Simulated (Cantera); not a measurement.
Charge: 1 mol SiCl4, a varied amount of H2, held at 1550 K and 0.100 bar.

Equilibrium computed with Cantera from the NASA thermochemical tables; the gas is ideal and each condensed phase is pure. Candidate condensed phases: Si; 19 gas species. The tables' values for SiCl3 are old estimates; treat these amounts as uncertain. The numbers say what is thermodynamically allowed, not how fast it happens.

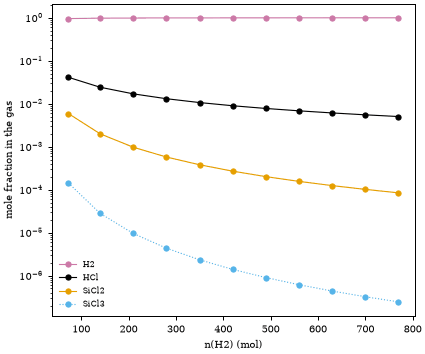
Figure: Equilibrium gas composition (values under 1e-9 drawn at 1e-9)

Question: Read off the mole fractions at 140 mol H2.

Answer: H2 about 0.97, HCl about 0.024, SiCl2 about 0.0020, SiCl3 about 2.8e-5.
